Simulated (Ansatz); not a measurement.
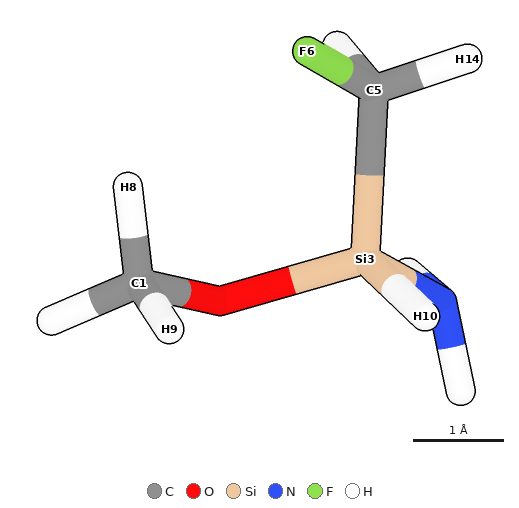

Figure 1. The starting structure (stick view, seen at a tilt; atoms are numbered from 1 in the order of the input).

**Nudged elastic band, with input and output: C2H8FNOSi**

- system: C2H8FNOSi, SMILES CO[SiH](N)CF
- method: RKS PBE0-D4/cc-pVDZ (Ansatz 0.2.0)

One setting was made poor on purpose. It belongs to a series of runs on one base structure; here: band between the two ends. Figures and captions count atoms from 1; the log counts them from 0 in places.

Input
```yaml
crystal:
  periodic: [false, false, false]
  atoms:
    - { symbol: C, position_ang: [-1.079289, -1.208591, 1.426775] }
    - { symbol: O, position_ang: [0.167799, -0.967437, 0.807696] }
    - { symbol: Si, position_ang: [0.550818, 0.490768, 0.055596] }
    - { symbol: "N", position_ang: [2.185209, 0.501566, -0.519541] }
    - { symbol: C, position_ang: [-0.581863, 0.730785, -1.446999] }
    - { symbol: F, position_ang: [-1.916608, 0.655487, -1.033032] }
    - { symbol: H, position_ang: [-1.055466, -2.219579, 1.861413] }
    - { symbol: H, position_ang: [-1.912236, -1.148153, 0.706742] }
    - { symbol: H, position_ang: [-1.276765, -0.488157, 2.242653] }
    - { symbol: H, position_ang: [0.383601, 1.62333, 1.023637] }
    - { symbol: H, position_ang: [2.905826, 0.588854, 0.192652] }
    - { symbol: H, position_ang: [2.445992, -0.252501, -1.150649] }
    - { symbol: H, position_ang: [-0.411285, -0.047657, -2.212579] }
    - { symbol: H, position_ang: [-0.418734, 1.712084, -1.925762] }
basis:
  gaussian: { orbitals: cc-pVDZ }
hamiltonian:
  xc: pbe0
  dispersion: d4
neb:
  order_check: false
  images: 5
  f_tol: 0.2
  max_iterations: 60
  initial_path: idpp
  final_atoms:
    - { symbol: C, position_ang: [-1.07899037, -1.20869153, 1.42789533] }
    - { symbol: O, position_ang: [0.16250513, -0.97468747, 0.79546561] }
    - { symbol: Si, position_ang: [0.54954195, 0.48671715, 0.05187554] }
    - { symbol: "N", position_ang: [2.18633935, 0.50092315, -0.51636686] }
    - { symbol: C, position_ang: [-0.5806867, 0.7341535, -1.45093254] }
    - { symbol: F, position_ang: [-1.91466505, 0.65189471, -1.03503204] }
    - { symbol: H, position_ang: [-1.05133341, -2.21402365, 1.87473023] }
    - { symbol: H, position_ang: [-1.9176759, -1.15747831, 0.71413755] }
    - { symbol: H, position_ang: [-1.2704447, -0.47851178, 2.23623753] }
    - { symbol: H, position_ang: [0.37828373, 1.61313609, 1.02637348] }
    - { symbol: H, position_ang: [2.45171346, -0.24866203, -1.15091787] }
    - { symbol: H, position_ang: [2.90314524, 0.58524655, 0.20024641] }
    - { symbol: H, position_ang: [-0.40927491, -0.03847661, -2.22208912] }
    - { symbol: H, position_ang: [-0.42145882, 1.71925924, -1.92302125] }
```

Launched with:
```bash
ansatz run input.yaml --threads 2 --pin off --max-ram 3072MiB --backend cpu --events-out ev --progress --plain --runs-dir out
```

What the program printed
```
Engine: ansatz 0.2.0, x86_64-unknown-linux-gnu
Functional definition: PBE0
  parameter a = 0.25
  parameter kappa = 0.804
  parameter beta = 0.06672455060314922
  exchange = (1 - a)*pbe_x(kappa = kappa, mu = beta*pi^2/3) + a*exact_x
  correlation = pbe_c(beta = beta)
1359 factors; integrals over basis functions are off by at most 3.5e-4 eV
mean field evaluation 1: about -16316.6718 eV, gradient 6.4e1 eV
mean field evaluation 2: about -16311.1817 eV, gradient 8.2e1 eV
mean field evaluation 4: about -16324.8395 eV, gradient 3.4e0 eV
mean field evaluation 8: about -16324.9176 eV, gradient 9.3e-2 eV
mean field evaluation 16: about -16324.9177 eV, gradient 1.6e-5 eV
mean field -16324.91766232 eV, -599.9296586635 hartree, gradient 1.6e-5 eV, S^2 0.000000; 0 other end points of the search recorded, 0 dependent functions left out
the calculation of the forces begins
reference -16324.91769128 eV, -599.9296597278 hartree; 29, 29 occupied and 99, 99 virtual orbitals, 1359 factors
1359 factors; integrals over basis functions are off by at most 7.4e-4 eV
mean field evaluation 32: about -16324.9178 eV, gradient 1.6e-5 eV
mean field -16324.91775813 eV, -599.9296621845 hartree, gradient 1.6e-5 eV, S^2 0.000000; 0 other end points of the search recorded, 0 dependent functions left out
[... from here on the field's lines of each further geometry are left out, up to the last ...]
NEB iter   1: max|band force component| = 1.379e0 eV/Å  barrier→ = 0.2704 eV  barrier← = 0.2704 eV  Δτ_max = 0.1058 Å  (188 SCF iters)
NEB iter   2: max|band force component| = 8.356e-1 eV/Å  barrier→ = 0.1833 eV  barrier← = 0.1833 eV  Δτ_max = 0.1327 Å  (144 SCF iters)
NEB iter   3: max|band force component| = 2.348e-1 eV/Å  barrier→ = 0.1360 eV  barrier← = 0.1360 eV  CI = image 3  Δτ_max = 0.1717 Å  (143 SCF iters)
NEB iter   4: max|band force component| = 3.342e-1 eV/Å  barrier→ = 0.1296 eV  barrier← = 0.1297 eV  CI = image 3  Δτ_max = 0.0516 Å  (144 SCF iters)
NEB iter   5: max|band force component| = 2.254e-1 eV/Å  barrier→ = 0.1197 eV  barrier← = 0.1198 eV  CI = image 3  Δτ_max = 0.0874 Å  (146 SCF iters)
NEB iter   6: max|band force component| = 2.071e-1 eV/Å  barrier→ = 0.1186 eV  barrier← = 0.1187 eV  CI = image 3  Δτ_max = 0.1727 Å  (144 SCF iters)
the calculation of the forces begins
reference -16324.90211060 eV, -599.9290871486 hartree; 29, 29 occupied and 99, 99 virtual orbitals, 1359 factors
1359 factors; integrals over basis functions are off by at most 6.7e-4 eV
mean field -16324.80573756 eV, -599.9255455046 hartree, gradient 7.0e-6 eV, S^2 0.000000; 1 other end points of the search recorded, 0 dependent functions left out
the calculation of the forces begins
reference -16324.80576646 eV, -599.9255465666 hartree; 29, 29 occupied and 99, 99 virtual orbitals, 1359 factors
NEB iter   7: max|band force component| = 1.623e-1 eV/Å  barrier→ = 0.1130 eV  barrier← = 0.1130 eV  CI = image 3  Δτ_max = 0.0000 Å  (284 SCF iters)
```

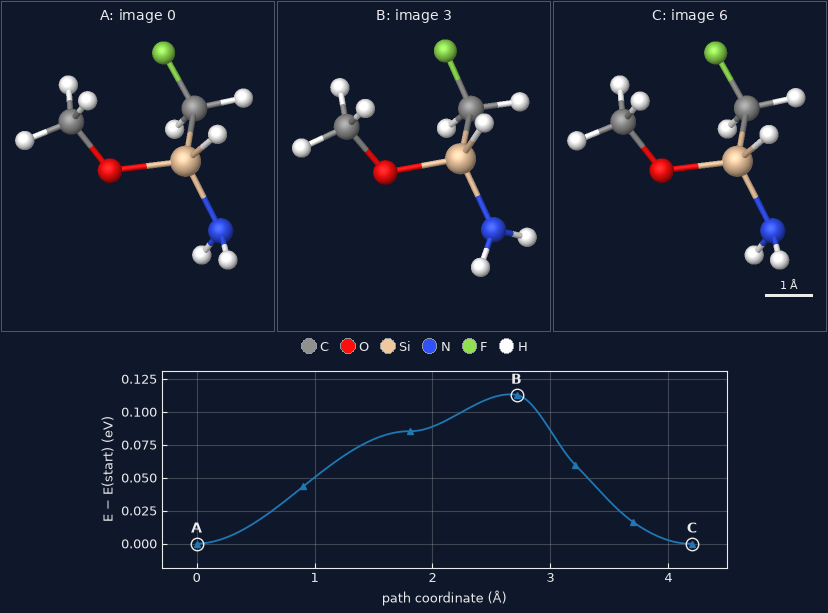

Figure 2. Images of the last band (counted from 0; ball-and-stick, seen at a tilt) above the energy along the path; the line is a cubic interpolation that uses the forces. The highest image is number 3, 0.113 eV above the start and 0.113 eV above the end (the climbing image); start and end have the same energy. The path is 4.20 Å long. The band converged in 7 iterations.

```
Total energy: -16325.04423117 eV, -599.9343099832 hartree
Atom 0 at    -1.186235    -1.374217     1.234512 Å, force     0.000295     0.006574    -0.008680 eV/Å
Atom 1 at     0.037285    -1.150922     0.566984 Å, force     0.000419    -0.011225    -0.013529 eV/Å
Atom 2 at     0.526145     0.398275     0.129912 Å, force    -0.024886     0.005220    -0.006025 eV/Å
Atom 3 at     2.193236     0.272486    -0.272462 Å, force    -0.162023    -0.026291     0.044186 eV/Å
Atom 4 at    -0.428655     1.009477    -1.392712 Å, force    -0.016502     0.006649     0.005909 eV/Å
Atom 5 at    -1.770200     1.139405    -1.013131 Å, force     0.012888    -0.001933    -0.004607 eV/Å
Atom 6 at    -1.231863    -2.435846     1.520023 Å, force     0.001005    -0.002948     0.001443 eV/Å
Atom 7 at    -2.049991    -1.145684     0.586707 Å, force    -0.006351    -0.000702    -0.001746 eV/Å
Atom 8 at    -1.276951    -0.764048     2.152106 Å, force     0.005444     0.006267     0.003119 eV/Å
Atom 9 at     0.174043     1.300516     1.280898 Å, force     0.019817     0.002114     0.005312 eV/Å
Atom 10 at     2.635289     0.784595    -1.022274 Å, force     0.063586    -0.046138     0.022370 eV/Å
Atom 11 at     2.814393    -0.329075     0.252717 Å, force     0.093394     0.069394    -0.052195 eV/Å
Atom 12 at    -0.369583     0.280164    -2.219187 Å, force     0.002360    -0.003947    -0.004703 eV/Å
Atom 13 at    -0.079913     1.985673    -1.775493 Å, force     0.010554    -0.003033     0.009147 eV/Å
Dipole moment:     0.396074     0.059193    -0.119578 e Å
this run last wrote the band of iteration 7 to [file]
```

The last band as extended XYZ (Å, eV, eV/Å)
```
14
Properties=species:S:1:pos:R:3:forces:R:3 image=0 energy=-16325.15716
C    -1.0793   -1.2086    1.4268   -0.0014   0.0007   0.0034
O     0.1678   -0.9674    0.8077   -0.0050   0.0002  -0.0014
Si    0.5508    0.4908    0.0556   -0.0022   0.0016  -0.0008
N     2.1852    0.5016   -0.5195   -0.0029  -0.0006   0.0040
C    -0.5819    0.7308   -1.4470    0.0083  -0.0011  -0.0045
F    -1.9166    0.6555   -1.0330   -0.0019  -0.0007   0.0036
H    -1.0555   -2.2196    1.8614   -0.0012   0.0078  -0.0022
H    -1.9122   -1.1482    0.7067    0.0061  -0.0012   0.0069
H    -1.2768   -0.4882    2.2427    0.0007  -0.0062  -0.0072
H     0.3836    1.6233    1.0236   -0.0001  -0.0013   0.0003
H     2.9058    0.5889    0.1927    0.0001  -0.0005  -0.0017
H     2.4460   -0.2525   -1.1506    0.0028   0.0002  -0.0005
H    -0.4113   -0.0477   -2.2126   -0.0017   0.0016  -0.0005
H    -0.4187    1.7121   -1.9258   -0.0015  -0.0003   0.0007
14
Properties=species:S:1:pos:R:3:forces:R:3 image=1 energy=-16325.11376
C    -1.0964   -1.2695    1.3183    0.0065   0.0101  -0.0020
O     0.1852   -0.9673    0.8054    0.0205   0.0024  -0.0055
Si    0.5743    0.4898    0.0584   -0.0180  -0.0055   0.0047
N     2.2002    0.3745   -0.5450   -0.0109   0.0194   0.0338
C    -0.6142    0.7962   -1.3875    0.0056  -0.0059   0.0029
F    -1.9239    0.9167   -0.9050    0.0090  -0.0176   0.0003
H    -1.1089   -2.3329    1.6011   -0.0001  -0.0001  -0.0034
H    -1.8948   -1.0870    0.5800    0.0013   0.0079  -0.0046
H    -1.3187   -0.6711    2.2203   -0.0080   0.0021   0.0022
H     0.4705    1.6501    1.0054    0.0067   0.0249  -0.0009
H     2.8842    0.9341   -0.0441    0.0206  -0.0148   0.0392
H     2.5645   -0.5709   -0.6362   -0.0227  -0.0094  -0.0630
H    -0.5862   -0.0223   -2.1284    0.0001  -0.0090   0.0028
H    -0.3489    1.7304   -1.9142   -0.0107  -0.0044  -0.0066
14
Properties=species:S:1:pos:R:3:forces:R:3 image=2 energy=-16325.07183
C    -1.1303   -1.3177    1.2587    0.0381   0.0050  -0.0013
O     0.1393   -1.0659    0.6914    0.0017   0.0182  -0.0340
Si    0.5649    0.4376    0.0696   -0.0230  -0.0904   0.0437
N     2.1912    0.2004   -0.5218   -0.1434   0.0431   0.0670
C    -0.5557    0.9022   -1.3844    0.0007   0.0255  -0.0396
F    -1.8640    1.0926   -0.9228    0.0556  -0.0205   0.0096
H    -1.1812   -2.3862    1.5157   -0.0039  -0.0046  -0.0018
H    -1.9517   -1.0819    0.5612    0.0065   0.0155  -0.0148
H    -1.2859   -0.7328    2.1834   -0.0014   0.0083   0.0012
H     0.3882    1.4895    1.1324    0.0215   0.0205   0.0115
H     2.7762    1.0326   -0.5168    0.0544  -0.0293  -0.0090
H     2.6754   -0.5374   -0.0121    0.0260   0.0199  -0.0210
H    -0.5595    0.1051   -2.1479   -0.0161  -0.0141   0.0035
H    -0.2199    1.8327   -1.8778   -0.0166   0.0029  -0.0150
14
Properties=species:S:1:pos:R:3:forces:R:3 image=3 energy=-16325.04420
C    -1.1862   -1.3742    1.2345    0.0003   0.0066  -0.0087
O     0.0373   -1.1509    0.5670    0.0004  -0.0112  -0.0135
Si    0.5261    0.3983    0.1299   -0.0249   0.0052  -0.0060
N     2.1932    0.2725   -0.2725   -0.1620  -0.0263   0.0442
C    -0.4287    1.0095   -1.3927   -0.0165   0.0066   0.0059
F    -1.7702    1.1394   -1.0131    0.0129  -0.0019  -0.0046
H    -1.2319   -2.4358    1.5200    0.0010  -0.0029   0.0014
H    -2.0500   -1.1457    0.5867   -0.0064  -0.0007  -0.0017
H    -1.2770   -0.7640    2.1521    0.0054   0.0063   0.0031
H     0.1740    1.3005    1.2809    0.0198   0.0021   0.0053
H     2.6353    0.7846   -1.0223    0.0636  -0.0461   0.0224
H     2.8144   -0.3291    0.2527    0.0934   0.0694  -0.0522
H    -0.3696    0.2802   -2.2192    0.0024  -0.0039  -0.0047
H    -0.0799    1.9857   -1.7755    0.0106  -0.0030   0.0091
14
Properties=species:S:1:pos:R:3:forces:R:3 image=4 energy=-16325.09710
C    -1.1996   -1.4163    1.1534    0.0139   0.0086  -0.0238
O     0.0423   -1.1562    0.5320    0.0108   0.0201  -0.0279
Si    0.5295    0.4195    0.1771   -0.0189  -0.0557   0.0935
N     2.2299    0.4630   -0.1485   -0.0127   0.0381  -0.0562
C    -0.3932    1.0553   -1.3535   -0.0319   0.0536  -0.0083
F    -1.7499    1.1242   -1.0175   -0.0119  -0.0123   0.0000
H    -1.2372   -2.4844    1.4150    0.0026  -0.0038  -0.0046
H    -2.0455   -1.1851    0.4835   -0.0029  -0.0044  -0.0022
H    -1.3281   -0.8281    2.0809    0.0013   0.0056   0.0035
H     0.1604    1.2631    1.3610    0.0071   0.0060  -0.0090
H     2.5060    0.4762   -1.1258    0.0162  -0.0890   0.0015
H     2.8216   -0.1882    0.3605   -0.0040   0.0401   0.0171
H    -0.2862    0.3694   -2.2126    0.0219  -0.0080   0.0081
H    -0.0629    2.0584   -1.6769    0.0085   0.0011   0.0084
14
Properties=species:S:1:pos:R:3:forces:R:3 image=5 energy=-16325.14093
C    -1.2137   -1.4563    1.0665   -0.0021  -0.0012  -0.0135
O     0.0436   -1.1668    0.4917    0.0013   0.0167  -0.0037
Si    0.5402    0.4171    0.1941   -0.0020   0.0003   0.0432
N     2.2293    0.5020   -0.1815    0.0206  -0.0198  -0.0404
C    -0.4084    1.1051   -1.2960   -0.0136   0.0035  -0.0104
F    -1.7731    1.0707   -0.9877   -0.0035  -0.0092   0.0004
H    -1.2468   -2.5313    1.2995   -0.0005  -0.0003  -0.0048
H    -2.0409   -1.2156    0.3774   -0.0006   0.0000  -0.0006
H    -1.3764   -0.8951    2.0057    0.0004   0.0021  -0.0018
H     0.2426    1.2348    1.4153    0.0173  -0.0111  -0.0035
H     2.4961    0.1873   -1.1113   -0.0096  -0.0338   0.0131
H     2.8659    0.0813    0.4914   -0.0060   0.0433   0.0187
H    -0.2437    0.4922   -2.2005    0.0025   0.0079  -0.0065
H    -0.1277    2.1453   -1.5360   -0.0042   0.0014   0.0097
14
Properties=species:S:1:pos:R:3:forces:R:3 image=6 energy=-16325.15721
C    -1.0841   -1.2089    1.4239   -0.0005  -0.0003   0.0006
O     0.1593   -0.9756    0.7950   -0.0001  -0.0006   0.0016
Si    0.5499    0.4861    0.0538    0.0018  -0.0003  -0.0006
N     2.1883    0.4991   -0.5100    0.0002   0.0012   0.0081
C    -0.5760    0.7361   -1.4518    0.0017  -0.0001  -0.0036
F    -1.9112    0.6549   -1.0396   -0.0011   0.0001   0.0006
H    -1.0587   -2.2146    1.8699   -0.0002   0.0004   0.0001
H    -1.9208   -1.1561    0.7079    0.0018   0.0002   0.0007
H    -1.2770   -0.4792    2.2324   -0.0008  -0.0009  -0.0012
H     0.3772    1.6118    1.0289    0.0006   0.0001  -0.0005
H     2.4546   -0.2502   -1.1445   -0.0006   0.0016   0.0013
H     2.9032    0.5820    0.2086   -0.0029  -0.0025  -0.0079
H    -0.4033   -0.0360   -2.2232    0.0006   0.0003   0.0007
H    -0.4144    1.7215   -1.9226   -0.0005   0.0006   0.0003
```

Results in brief

| quantity | value |
| --- | --- |
| outcome | converged |
| barrier, forward | 0.113 eV |
| barrier, backward | 0.113 eV |
| hardware | 2 threads of AMD EPYC (Zen 4), 16 GiB of memory available, shared host |
| wall time | 1.8 min (CPU time 3.5 min) |
| peak memory | 0.34 GiB |

Remarks

A deliberately poor setting: loose force. The order of the saddle point was not checked.
